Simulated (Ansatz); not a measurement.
**Two attempts at C2H5O (ethoxy radical)**

Wanted: energy and gradient of C2H5O (ethoxy radical), UMP2/6-311G* (density fitting with def2-universal-jkfit, def2-SVP-rifit for correlation).

The calculation is run with Ansatz 0.2.0.

2 further runs of the same task are left out: 2 that didn't finish.

### 1 The structure to begin with

C2H5O: 8 atoms, total charge 0, spin state doublet. SMILES: `CC[O]`. The coordinates come from a PBE0-D4/def2-TZVP relaxation.

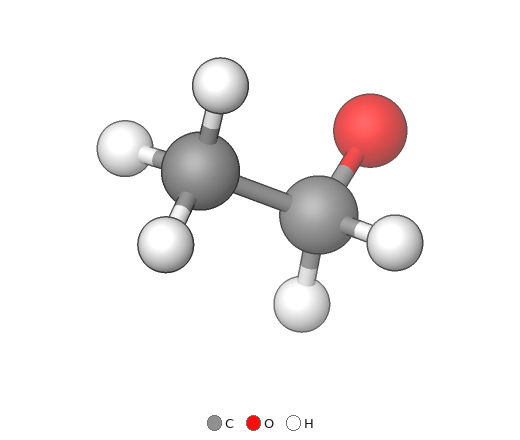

The structure, seen from a chosen angle (carbon grey, oxygen red, hydrogen white).

### 2 First attempt

Contents of job.yaml:

```yaml
basis:
  gaussian:
    orbitals: 6-311G_st_.json
    fitting: {mean_field: def2-universal-jkfit, correlation: def2-SVP-rifit.json}
crystal:
  periodic: [false, false, false]
  atoms:
    - {symbol: C, position_ang: [-0.448800, 0.594100, -0.264500]}
    - {symbol: C, position_ang: [0.392800, -0.560600, 0.239800]}
    - {symbol: O, position_ang: [1.676500, -0.263400, 0.560000]}
    - {symbol: H, position_ang: [-1.464700, 0.263300, -0.495200]}
    - {symbol: H, position_ang: [-0.010900, 1.018500, -1.170000]}
    - {symbol: H, position_ang: [0.722200, -1.094700, -0.189000]}
    - {symbol: H, position_ang: [0.422200, -1.394700, -0.489000]}
    - {symbol: H, position_ang: [-0.061300, -1.039300, 1.130100]}
magnetization:
  spin_polarized: true
  initial_magnetization: 1
correlation:
  method: mp2
  electrons: outside_noble_gas
scf:
  lower_state_search: standard
output: {forces: true}
```

The basis set 6-311G* is read from a file made from the Basis Set Exchange's data (not shown).

On the command line:

```console
$ ansatz run job.yaml --threads 1 --pin off --max-ram 2610MiB --events-out events.jsonl --progress --plain --runs-dir runs
```

The program printed, shortened:

```text
Warning: RAYON_NUM_THREADS=1 ignored (pool sized by the plan → 1); use --threads N
Functional definition: HF
  name "HF"
[...]
317 factors; integrals over basis functions are off by at most 3.4e-1 eV
214 factors; integrals over basis functions are off by at most 7.5e-1 eV
[...]
mean field -4162.93827846 eV, -152.9851599925 hartree, gradient 2.8e-6 eV, S^2 0.758604; 1 other end points of the search recorded, 0 dependent functions left out
3 core orbitals not correlated: weight in the atoms' cores, before any rotation towards them, 1.000 or more for the frozen orbitals, at most 0.000 for the correlated occupied ones
reference -4162.93827846 eV, -152.9851599925 hartree; 10, 9 occupied and 56, 57 virtual orbitals, 214 factors
second order -12.42679699 eV of doubles, -0.00000000 eV of singles
[...]
Total energy: -4175.36507545 eV, -153.4418363587 hartree
Atom 0 at    -0.448800     0.594100    -0.264500 Å, force    -0.104190    -2.480705    -2.451335 eV/Å
Atom 1 at     0.392800    -0.560600     0.239800 Å, force   -12.948281    25.679617    23.348864 eV/Å
Atom 2 at     1.676500    -0.263400     0.560000 Å, force     0.152467     0.597711    -0.333186 eV/Å
Atom 3 at    -1.464700     0.263300    -0.495200 Å, force    -0.444654     0.690167     0.673050 eV/Å
Atom 4 at    -0.010900     1.018500    -1.170000 Å, force     0.287444     0.747890     0.596460 eV/Å
Atom 5 at     0.722200    -1.094700    -0.189000 Å, force    26.587380   -12.784072    -8.536041 eV/Å
Atom 6 at     0.422200    -1.394700    -0.489000 Å, force   -12.773991   -12.171411   -12.641941 eV/Å
Atom 7 at    -0.061300    -1.039300     1.130100 Å, force    -0.756174    -0.279196    -0.655872 eV/Å
Dipole moment:    -0.827220    -0.506424    -0.542411 e Å
```

Run time: 2 s. Hardware: 1 thread of Arm Neoverse N1, shared host.

### 3 Diagnosis

The run finished; that doesn't make the result usable.

The fault: two atoms lie on top of or far too near each other. In place of `- {symbol: H, position_ang: [0.722200, -1.094700, -0.189000]}` the sound input has `- {symbol: H, position_ang: [-0.505800, 1.382200, 0.488700]}`. As the program read them, the closest atoms are 0.52 Å apart, against 1.09 Å in the sound input.

### 4 Second attempt

Edit job.yaml of step 2 so:

```diff
@@ -12,3 +12,3 @@
     - {symbol: H, position_ang: [-0.010900, 1.018500, -1.170000]}
-    - {symbol: H, position_ang: [0.722200, -1.094700, -0.189000]}
+    - {symbol: H, position_ang: [-0.505800, 1.382200, 0.488700]}
     - {symbol: H, position_ang: [0.422200, -1.394700, -0.489000]}
```

The basis set 6-311G* is read from a file made from the Basis Set Exchange's data (not shown).

On the command line:

```console
$ ansatz run job.yaml --threads 1 --pin off --max-ram 2610MiB --events-out events.jsonl --progress --plain --runs-dir runs
```

The program printed, shortened:

```text
Warning: RAYON_NUM_THREADS=1 ignored (pool sized by the plan → 1); use --threads N
Functional definition: HF
  name "HF"
[...]
317 factors; integrals over basis functions are off by at most 3.5e-1 eV
214 factors; integrals over basis functions are off by at most 7.6e-1 eV
[...]
mean field -4176.77984122 eV, -153.4938280418 hartree, gradient 2.4e-6 eV, S^2 0.758567; 3 other end points of the search recorded, 0 dependent functions left out
3 core orbitals not correlated: weight in the atoms' cores, before any rotation towards them, 1.000 or more for the frozen orbitals, at most 0.000 for the correlated occupied ones
reference -4176.77984122 eV, -153.4938280418 hartree; 10, 9 occupied and 56, 57 virtual orbitals, 214 factors
second order -11.65421052 eV of doubles, -0.00000000 eV of singles
[...]
Total energy: -4188.43405174 eV, -153.9221123790 hartree
Atom 0 at    -0.448800     0.594100    -0.264500 Å, force    -0.065686     0.180175    -0.060899 eV/Å
Atom 1 at     0.392800    -0.560600     0.239800 Å, force    -0.681537    -0.695029    -0.051838 eV/Å
Atom 2 at     1.676500    -0.263400     0.560000 Å, force     0.629800     0.214060     0.142080 eV/Å
Atom 3 at    -1.464700     0.263300    -0.495200 Å, force    -0.011352     0.000022    -0.003574 eV/Å
Atom 4 at    -0.010900     1.018500    -1.170000 Å, force     0.008260     0.002741     0.000557 eV/Å
Atom 5 at    -0.505800     1.382200     0.488700 Å, force     0.007613     0.004319     0.004456 eV/Å
Atom 6 at     0.422200    -1.394700    -0.489000 Å, force     0.052468     0.149673    -0.002239 eV/Å
Atom 7 at    -0.061300    -1.039300     1.130100 Å, force     0.060434     0.144039    -0.028543 eV/Å
Dipole moment:    -0.373389    -0.103692    -0.088839 e Å
```

It took 2.4 s on 1 thread of Arm Neoverse N1, shared host.

### 5 Results

At UMP2/6-311G* (density fitting with def2-universal-jkfit, def2-SVP-rifit for correlation):

| quantity | value |
| --- | --- |
| total energy | -153.92211 Eh |
| dipole moment (correlated density) | 1.91 D |
| correlation energy (3 core orbitals frozen) | -428.3 mEh |
| ⟨S²⟩ of the reference determinant | 0.759 |
| largest force on an atom | 0.975 eV/Å |

In words: The first attempt's energy was +13.069 eV off this one. The largest force is 0.97 eV/Å: the shape isn't a stationary point for this species at this level.
